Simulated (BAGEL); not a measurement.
# BSiH4O2F (SMILES O[SiH2]B(O)F), step by step

We compute the energy (HF/cc-pVDZ), then a single-point energy (NEVPT2(2,2)/cc-pVDZ), then a single-point energy (CASPT2(2,2)/cc-pVDZ) of BSiH4O2F. 

The calculation is run with BAGEL 1.2.2.

## 1. The system as given

BSiH4O2F has 9 atoms, charge 0, and is taken as a singlet. SMILES: `O[SiH2]B(O)F`. The O1–Si2 distance was set to 2.232 Å, away from the relaxed value.

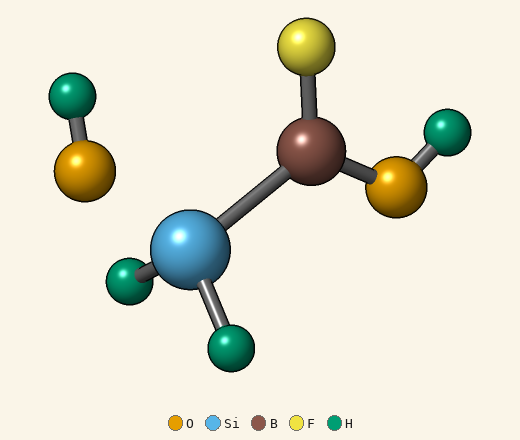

Viewed from a chosen angle; oxygen amber, silicon blue, boron brown, fluorine yellow, hydrogen teal.

## 2. A single-point energy at HF/cc-pVDZ (density fitting with svp-jkfit) (run 1)

File input.json:

```json
{ "bagel": [

{
  "title": "molecule",
  "basis": "cc-pvdz.json",
  "df_basis": "svp-jkfit",
  "angstrom": "true",
  "geometry": [
    { "atom": "O", "xyz": [       1.262714,       1.031561,       2.123975 ] },
    { "atom": "Si", "xyz": [       0.837600,      -0.439800,       0.500200 ] },
    { "atom": "B", "xyz": [      -0.701500,       0.194000,      -0.670900 ] },
    { "atom": "O", "xyz": [      -0.968000,      -0.381600,      -1.859000 ] },
    { "atom": "F", "xyz": [      -1.488500,       1.196900,      -0.250400 ] },
    { "atom": "H", "xyz": [       0.511214,       1.479561,       2.513875 ] },
    { "atom": "H", "xyz": [       2.093300,      -0.579800,      -0.278100 ] },
    { "atom": "H", "xyz": [       0.493300,      -1.781600,       1.056300 ] },
    { "atom": "H", "xyz": [      -1.731300,      -0.002600,      -2.311100 ] }
  ]
},

{
  "title": "hf"
},

{
  "title": "print",
  "file": "orbitals.molden",
  "orbitals": "true"
}

]}
```

The basis set cc-pVDZ is read from a file made from the Basis Set Exchange's data (not shown).

Command:

```console
$ BAGEL_NUM_THREADS=1 BAGEL input.json > input.out
```

What it wrote:

```text
* using 1 threads per process

  ===============================================================
  ===============================================================

  *** Geometry ***

  { "atom" : "O", "xyz" : [      2.386184,      1.949368,      4.013731 ] },
  { "atom" : "Si", "xyz" : [      1.582835,     -0.831102,      0.945241 ] },
  { "atom" : "B", "xyz" : [     -1.325643,      0.366607,     -1.267817 ] },
[... 5 lines of this table left out ...]
  { "atom" : "H", "xyz" : [     -3.271683,     -0.004913,     -4.367346 ] },

  Number of auxiliary basis functions:      506

  Since a DF basis is specified, we compute 2- and 3-index integrals:
    o Being stored without compression. Storage requirement is 0.036 GB

  Number of basis functions:       94
  Number of electrons      :       48

    * METHOD: MOLECULE                             0.30

  *** RHF ***

  === Nuclear Repulsion ===
   201.6012774009

      * DIIS with orbital gradients will be used.

  === RHF iteration (cc-pvdz.json) ===
      0       -564.77674072          0.01940285           0.08
      1       -564.97577484          0.01596823           0.08
      2       -565.18253034          0.00181247           0.08
[... 12 lines of this table left out ...]
     15       -565.18615868          0.00000001           0.09
    * SCF iteration converged.

    * Permanent dipole moment:
           (    1.054946,     0.518443,     1.135804) a.u.

    * METHOD: HF                                   1.54

    * METHOD: PRINT                                0.02

  ===============================================================
```

It took 2 s on 1 thread of Arm Neoverse V1, shared host; peak memory 0.15 GiB.

## 3. A single-point energy at NEVPT2(2,2)/cc-pVDZ (density fitting with svp-jkfit) (run 2)

input.json, as its differences from that of step 2:

```diff
@@ -6,3 +6,3 @@
   "df_basis": "svp-jkfit",
-  "angstrom": "true",
+  "angstrom": true,
   "geometry": [
@@ -25,5 +25,26 @@
 {
+  "title": "casscf",
+  "nstate": 1,
+  "nact": 2,
+  "nclosed": 23,
+  "active": [24, 25],
+  "maxiter": 200,
+  "natocc": true
+},
+
+{
+  "title": "nevpt2",
+  "nstate": 1,
+  "nact": 2,
+  "nclosed": 23,
+  "active": [24, 25],
+  "maxiter": 200,
+  "natocc": true,
+  "ncore": 9
+},
+
+{
   "title": "print",
   "file": "orbitals.molden",
-  "orbitals": "true"
+  "orbitals": true
 }
```

The basis set cc-pVDZ is read from a file made from the Basis Set Exchange's data (not shown).

Command:

```console
$ BAGEL_NUM_THREADS=1 BAGEL input.json > input.out
```

What it wrote:

```text
* using 1 threads per process

  ===============================================================
  ===============================================================

  *** Geometry ***

  { "atom" : "O", "xyz" : [      2.386184,      1.949368,      4.013731 ] },
  { "atom" : "Si", "xyz" : [      1.582835,     -0.831102,      0.945241 ] },
  { "atom" : "B", "xyz" : [     -1.325643,      0.366607,     -1.267817 ] },
[... 5 lines of this table left out ...]
  { "atom" : "H", "xyz" : [     -3.271683,     -0.004913,     -4.367346 ] },

[... 23 lines left out ...]
    * SCF iteration converged.
[... 1 line left out ...]
    * Permanent dipole moment:
[... 27 lines left out ...]
    * Second-order optimization converged. *
[... 9 lines left out ...]
     * ci vector, state   0, <S^2> = 0.0000
[... 3 lines left out ...]
    * METHOD: CASSCF                              12.03

    * freezing 9 orbitals

  === DF-NEVPT2 calculation ===

    * 3-index integral transformation done
    * assembly done

      NEVPT2 correlation energy:   -0.7163336530      0.28

          (+0)     -0.6178428329
          (+0)'    -0.0407492887
          (+1)     -0.0110139039
          (+1)'    -0.0000000000
          (+2)     -0.0007035569
          (-1)     -0.0420629109
          (-1)'     0.0000000000
          (-2)     -0.0039611597

      NEVPT2 total energy:       -565.9340805668

    * METHOD: NEVPT2                               0.44

    * METHOD: PRINT                                0.02

  ===============================================================
```

It took 15 s on 1 thread of Arm Neoverse V1, shared host; peak memory 0.15 GiB.

## 4. A single-point energy at CASPT2(2,2)/cc-pVDZ (density fitting with svp-jkfit) (run 3)

File calc.json:

```json
{ "bagel" : [

{
  "title" : "molecule",
  "basis" : "cc-pvdz.json",
  "df_basis" : "svp-jkfit",
  "angstrom" : true,
  "geometry" : [
    { "atom" : "O", "xyz" : [       1.262714,       1.031561,       2.123975 ] },
    { "atom" : "Si", "xyz" : [       0.837600,      -0.439800,       0.500200 ] },
    { "atom" : "B", "xyz" : [      -0.701500,       0.194000,      -0.670900 ] },
    { "atom" : "O", "xyz" : [      -0.968000,      -0.381600,      -1.859000 ] },
    { "atom" : "F", "xyz" : [      -1.488500,       1.196900,      -0.250400 ] },
    { "atom" : "H", "xyz" : [       0.511214,       1.479561,       2.513875 ] },
    { "atom" : "H", "xyz" : [       2.093300,      -0.579800,      -0.278100 ] },
    { "atom" : "H", "xyz" : [       0.493300,      -1.781600,       1.056300 ] },
    { "atom" : "H", "xyz" : [      -1.731300,      -0.002600,      -2.311100 ] }
  ]
},

{
  "title" : "hf"
},

{
  "title" : "casscf",
  "nstate" : 1,
  "nact" : 2,
  "nclosed" : 23,
  "active" : [24, 25],
  "maxiter" : 200,
  "natocc" : true
},

{
  "title" : "print",
  "file" : "orbitals.molden",
  "orbitals" : true
},

{
  "title" : "smith",
  "method" : "caspt2",
  "ms" : true,
  "xms" : true,
  "sssr" : true,
  "shift" : 0.2,
  "shift_imag" : true,
  "ncore" : 9
}

]}
```

The basis set cc-pVDZ is read from a file made from the Basis Set Exchange's data (not shown).

Command:

```console
$ BAGEL_NUM_THREADS=1 BAGEL calc.json > calc.out
```

What it wrote:

```text
* using 1 threads per process

  ===============================================================
  ===============================================================

  *** Geometry ***

  { "atom" : "O", "xyz" : [      2.386184,      1.949368,      4.013731 ] },
  { "atom" : "Si", "xyz" : [      1.582835,     -0.831102,      0.945241 ] },
  { "atom" : "B", "xyz" : [     -1.325643,      0.366607,     -1.267817 ] },
[... 5 lines of this table left out ...]
  { "atom" : "H", "xyz" : [     -3.271683,     -0.004913,     -4.367346 ] },

[... 25 lines left out ...]
    * Permanent dipole moment:
[... 37 lines left out ...]
     * ci vector, state   0, <S^2> = 0.0000
[... 21 lines left out ...]
       #      aibj      arbs      arbi      airj      risj      airs      arst      rist         Etot      error   time
[... 9 lines left out ...]
      ------------------------------------------------------------------------------------------------------------------

    * CASPT2 energy : state  0     -565.9336133709
        w/o shift correction       -565.9308354457
        reference weight              0.8344492034

    * METHOD: SMITH                                1.15

  ===============================================================
```

Wall time 15 s (1 thread of Arm Neoverse V1, shared host); peak memory 0.3 GiB.

## 5. Results

| quantity | value |
| --- | --- |
| run 1, HF/cc-pVDZ: total energy | -565.18616 Eh |
| run 1, HF/cc-pVDZ: dipole moment | 4.15 D |
| run 1, HF/cc-pVDZ: HOMO energy | -11.43 eV |
| run 1, HF/cc-pVDZ: LUMO energy | 2.36 eV |
| run 1, HF/cc-pVDZ: HOMO–LUMO gap | 13.78 eV |
| run 2, NEVPT2(2,2)/cc-pVDZ: total energy | -565.93408 Eh |
| run 3, CASPT2(2,2)/cc-pVDZ: total energy | -565.93361 Eh |
